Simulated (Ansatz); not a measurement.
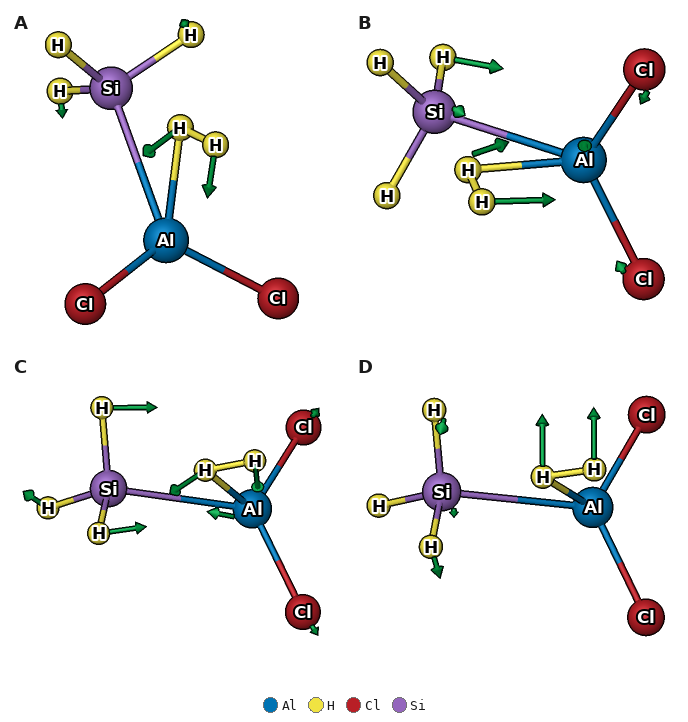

4 normal modes of one molecule or complex, as arrows. Harmonic vibrations computed with RKS PBE0-D4/def2-SVP (Ansatz 0.2.0) at a stationary point of the same level. It is a saddle point of order 2.

Match the panels to the wavenumbers 616i cm⁻¹, 152i cm⁻¹, 335 cm⁻¹, 525 cm⁻¹.

A: 616i cm⁻¹
B: 335 cm⁻¹
C: 525 cm⁻¹
D: 152i cm⁻¹
